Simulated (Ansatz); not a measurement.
**CAM-B3LYP/STO-3G run of HNO (nitroxyl)**

What is the electronic atomisation energy of HNO (nitroxyl) at CAM-B3LYP/STO-3G? 

The calculation is run with Ansatz 0.2.0.

52 further runs of the same task are left out: 1 that didn't finish, 51 set aside as unsound or not needed.

### 1 The structure to begin with

The species is HNO (3 atoms), meant as a singlet with charge 0. As SMILES, `N=O`. The shape is that of a GFN2-xTB optimisation.

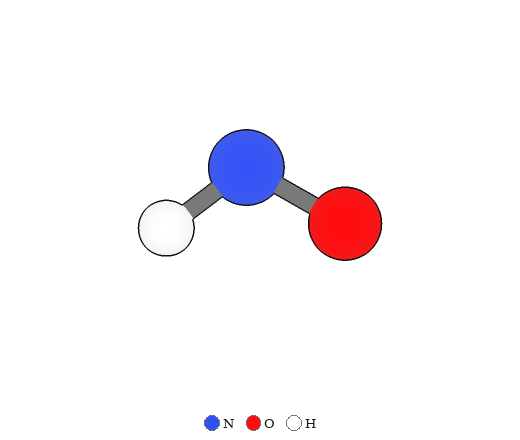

The structure, seen from a chosen angle (nitrogen blue, oxygen red, hydrogen white).

### 2 The energy at CAM-B3LYP/STO-3G

Contents of in.yaml:

```yaml
crystal:
  periodic: [false, false, false]
  atoms:
    - symbol: N
      position_ang: [-0.275940, 0.297220, -0.114780]
    - symbol: O
      position_ang: [0.768580, 0.418030, 0.466150]
    - symbol: H
      position_ang: [-0.492640, -0.715240, -0.351380]
basis:
  gaussian:
    orbitals: STO-3G
hamiltonian:
  xc: {name: CAM-B3LYP}
accuracy: high
```

Run with:

```
$ ansatz run in.yaml --threads 1 --pin off --max-ram 2610MiB --events-out events.jsonl --progress --plain --runs-dir runs
```

Output:

```text
Warning: RAYON_NUM_THREADS=1 ignored (pool sized by the plan → 1); use --threads N
Functional definition: CAM-B3LYP
  name "CAM-B3LYP"
  parameter alpha = 0.19
  parameter beta = 0.46
  parameter omega = 0.33/bohr
  parameter ac = 0.81
  exchange = (1 - alpha - beta)*b88_x + beta*b88_x_sr(omega) + alpha*exact_x + beta*exact_x_lr(omega)
  correlation = (1 - ac)*vwn5_c + ac*lyp_c
168 factors; integrals over basis functions are off by at most 2.2e-8 eV
99 factors; integrals over basis functions are off by at most 4.8e-10 eV
mean field evaluation 1: about -3499.6984 eV, gradient 1.3e1 eV
mean field evaluation 2: about -3499.3930 eV, gradient 1.8e1 eV
mean field evaluation 4: about -3500.1726 eV, gradient 8.0e-2 eV
mean field evaluation 8: about -3500.1553 eV, gradient 3.6e-4 eV
mean field evaluation 16: about -3500.1553 eV, gradient 3.6e-8 eV
mean field -3500.15527239 eV, -128.6283337699 hartree, gradient 3.6e-8 eV, S^2 0.000000; 0 other end points of the search recorded, 0 dependent functions left out
reference -3500.15528084 eV, -128.6283340803 hartree; 8, 8 occupied and 3, 3 virtual orbitals, 168 factors
Total energy: -3500.15528084 eV, -128.6283340803 hartree
```

Run time: 0.48 s. Hardware: 1 thread of Arm Neoverse V2, shared host.

### 3 The H atom, same level

Contents of molecule.yaml:

```yaml
crystal:
  periodic: [false, false, false]
  atoms:
    - symbol: H
      position_ang: [0.000000, 0.000000, 0.000000]
basis:
  gaussian: {orbitals: STO-3G}
magnetization: {spin_polarized: true, initial_magnetization: 1}
hamiltonian: {xc: {name: CAM-B3LYP}}
accuracy: high
```

Run the same way, it converges to -0.46260 Eh (log not shown).

### 4 The N atom at the same level

Contents of molecule.yaml:

```yaml
crystal:
  periodic: [false, false, false]
  atoms:
    - {symbol: "N", position_ang: [0.000000, 0.000000, 0.000000]}
basis:
  gaussian:
    orbitals: STO-3G
magnetization:
  spin_polarized: true
  initial_magnetization: 3
hamiltonian:
  xc: {name: CAM-B3LYP}
accuracy: high
```

Run with:

```
$ ansatz run molecule.yaml --threads 1 --pin off --max-ram 2610MiB --events-out events.jsonl --progress --plain --runs-dir runs
```

Output:

```text
Warning: RAYON_NUM_THREADS=1 ignored (pool sized by the plan → 1); use --threads N
Functional definition: CAM-B3LYP
  name "CAM-B3LYP"
  parameter alpha = 0.19
  parameter beta = 0.46
  parameter omega = 0.33/bohr
  parameter ac = 0.81
  exchange = (1 - alpha - beta)*b88_x + beta*b88_x_sr(omega) + alpha*exact_x + beta*exact_x_lr(omega)
  correlation = (1 - ac)*vwn5_c + ac*lyp_c
15 factors; integrals over basis functions are off by at most 1.1e-9 eV
15 factors; integrals over basis functions are off by at most 3.5e-10 eV
mean field evaluation 1: about -1465.6661 eV, gradient 1.5e-9 eV
mean field evaluation 2: about -1465.6661 eV, gradient 9.3e-10 eV
mean field -1465.66612895 eV, -53.8622367749 hartree, gradient 0.0e0 eV, S^2 3.750000; 0 other end points of the search recorded, 0 dependent functions left out
reference -1465.66613565 eV, -53.8622370211 hartree; 5, 2 occupied and 0, 3 virtual orbitals, 15 factors
Total energy: -1465.66613565 eV, -53.8622370211 hartree
```

Wall time 0.2 s (1 thread of Arm Neoverse V2, shared host).

### 5 The O atom

Contents of molecule.yaml:

```yaml
basis:
  gaussian:
    orbitals: STO-3G
crystal:
  periodic: [false, false, false]
  atoms:
    - {symbol: O, position_ang: [0.000000, 0.000000, 0.000000]}
accuracy: high
hamiltonian:
  xc: {name: CAM-B3LYP}
magnetization:
  spin_polarized: true
  initial_magnetization: 2
```

Run the same way, it converges to -74.00745 Eh (log not shown).

### 6 Outcome

Level: CAM-B3LYP/STO-3G.

| quantity | value |
| --- | --- |
| molecule: total energy | -128.62833 Eh |
| H atom: total energy | -0.46260 Eh |
| H atom: ⟨S²⟩ | 0.750 |
| N atom: total energy | -53.86224 Eh |
| N atom: ⟨S²⟩ | 3.750 |
| O atom: total energy | -74.00745 Eh |
| O atom: ⟨S²⟩ | 2.000 |
| electronic atomisation energy | 8.056 eV |

**Reading.** Taking the molecule apart into free atoms costs 8.06 eV (777 kJ/mol), before zero-point energy and without spin-orbit coupling. In a minimal basis such a difference can be off by several eV, whatever the method.
